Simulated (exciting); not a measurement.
The O K edge of atom 3 in TiO2 (Rutile), space group P4_2/mnm, with nearest neighbours 2 Ti at 1.95 Å and 1 Ti at 1.98 Å (site symmetry m2m), was computed at 2 levels: exchange and screened direct term (singlet BSE) and independent particles. Common settings: exciting, all-electron LAPW+lo, PBE, 3×3×5 shifted k points, 33 conduction bands, |G+q| up to 3 bohr⁻¹, full RPA screening with nempty = 58, Lorentzian half width 0.45 eV.

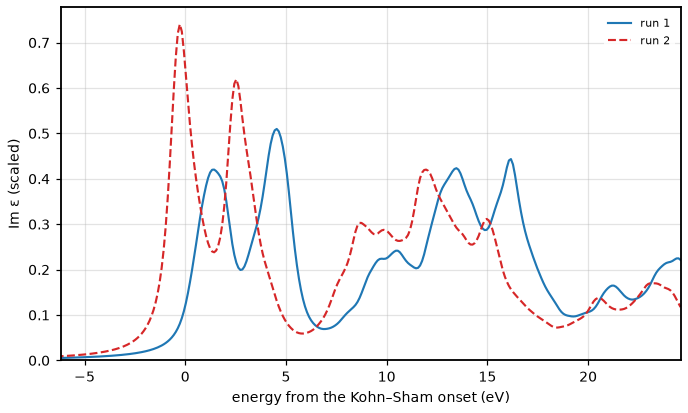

Energy from the Kohn–Sham onset, core level to the lowest empty state found on the meshes used; all runs on one relative scale.

Q: Which run is which, and why?

Run 1: independent particles; highest local maximum in the window at 4.5 eV. Run 2: exchange and screened direct term (singlet BSE); highest local maximum in the window at -0.3 eV. The attractive direct term pulls weight down: the curves pass 0.11 at 0.0 and -1.6 eV in the order of the runs. Fine structure above the first lines is partly noise of the 45-point mesh.

[Hosts, paths, dates, database ids (printed as entryN), source tags and the programs' standing remarks are cut or masked in the printed files.]
